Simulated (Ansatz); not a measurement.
Consider C2H4AlN (SMILES [CH]1=N[CH2][AlH]1).

```xyz
8

C    -1.0886    0.5423   -0.5473
N    -0.0873    1.1707   -0.0516
C     0.9591    0.2325    0.4279
Al   -0.2833   -1.1901   -0.1362
H    -1.9206    1.1275   -0.9415
H     1.1727    0.4163    1.4840
H     1.8903    0.4083   -0.1166
H    -0.5501   -2.7647   -0.1746
```

Geometry: PBE0-D4/def2-TZVP.

All numbers below come from Ansatz 0.2.0, RKS PBE0-D4/def2-TZVPP.

What will maps of the electron density and electron localisation function show?

C–N (1.28 Å): ρ at the midpoint is about 2.8 e/Å³; the ELF peaks at about 0.90 between the atoms (a covalent bond).
C–Al (1.95 Å): the density is about 0.65 e/Å³ at the midpoint; the ELF peaks at about 0.90 between the atoms (a shared but strongly polarised pair).
C–H (1.09 Å): ρ at the midpoint is about 2 e/Å³; the ELF climbs to about 1 towards the hydrogen, as it does in any bond to H; an ordinary covalent bond to hydrogen.
C–N (1.48 Å): ρ is about 1.8 e/Å³ halfway; the ELF peaks at about 0.90 between the atoms: a covalent bond.

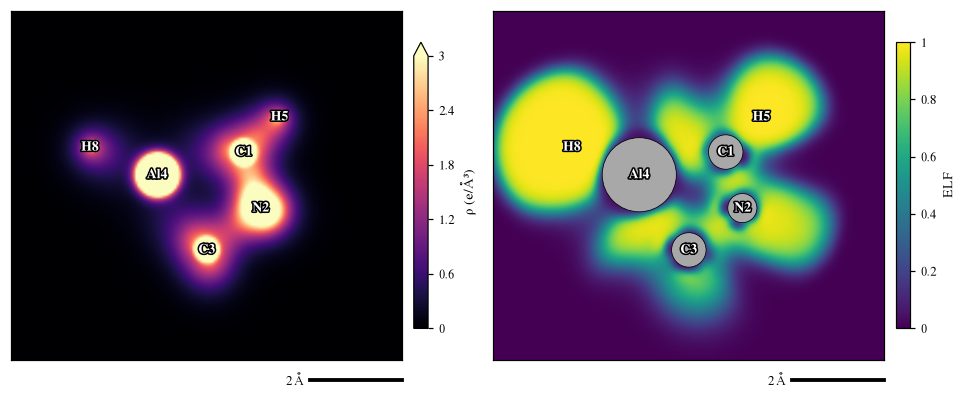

Computed electron density and electron localisation function on the plane of atoms C1, Al4 and H8, in this order. Grey discs cover the atomic cores in the ELF map. 
